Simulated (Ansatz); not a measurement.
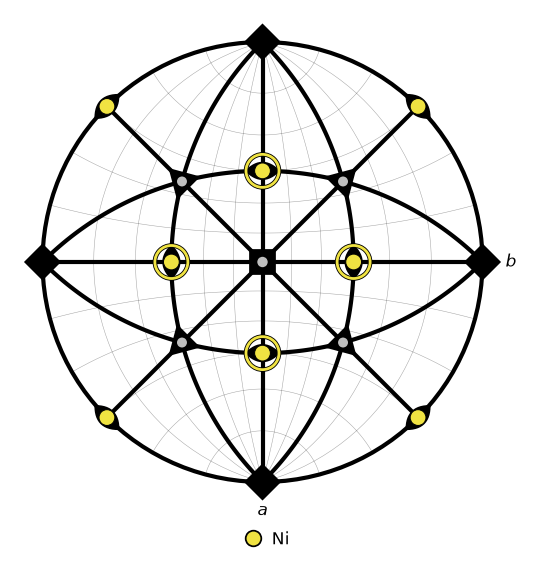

Directions from one nickel atom at (0, 0, 0) to its bonded neighbours, in stereographic projection down c (filled: above the plane of the page or in it, open: below). Crystal: Ni, the input geometry of an electronic-structure calculation (not necessarily at equilibrium). The drawing is computed from the coordinates (standard cell, symmetry found to 0.002 Å).

Neighbours are counted up to 2.80 Å for Ni. The symmetry elements of the site are drawn in: heavy lines are mirror planes (a heavy rim: a mirror in the plane of the page); lens, triangle, square and hexagon are 2-, 3-, 4- and 6-fold axes, a lens in an open square is −4, a triangle in an open hexagon −6; thin dashed diameters join the ends of axes that lie in the page; a small open circle marks inversion.

```yaml
crystal:
  lattice:
    - [3.53470, 0.00000, 0.00000]
    - [0.00000, 3.53470, 0.00000]
    - [0.00000, 0.00000, 3.53470]
  atoms:
    - { symbol: Ni, position: [0.00000, 0.00000, 0.00000] }
    - { symbol: Ni, position: [0.00000, 0.50000, 0.50000] }
    - { symbol: Ni, position: [0.50000, 0.00000, 0.50000] }
    - { symbol: Ni, position: [0.50000, 0.50000, 0.00000] }
```

How many neighbours are there, and at what angles?

12: 12 Ni at 2.50 Å. Angles between bonds: 60° (24×), 90° (12×), 120° (24×), 180° (6×).

What is the site's symmetry in the crystal?

Point group m-3m (Oh), order 48: three fourfold axes, four threefold axes, six twofold axes, nine mirror planes, an inversion centre. In Fm-3m (No. 225) this is Wyckoff position 4a.
